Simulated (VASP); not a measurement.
Band structure of P (space group Imma). Method: r2SCAN meta-GGA, VASP's PBE PAW potentials (set 64) (plane waves; VASP).

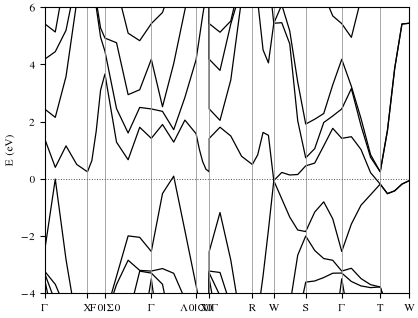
Fig. 1. Bands along high-symmetry lines, zero at the valence-band maximum or, without a gap, the Fermi level

**Question.** Read the plot: is there a gap, and where are the band edges?

**Answer.** It has no gap at this level: it comes out as a metal or semimetal.

The structure comes from a computed database's P entry (Imma); how it stands against other phases isn't given here. It was relaxed first.
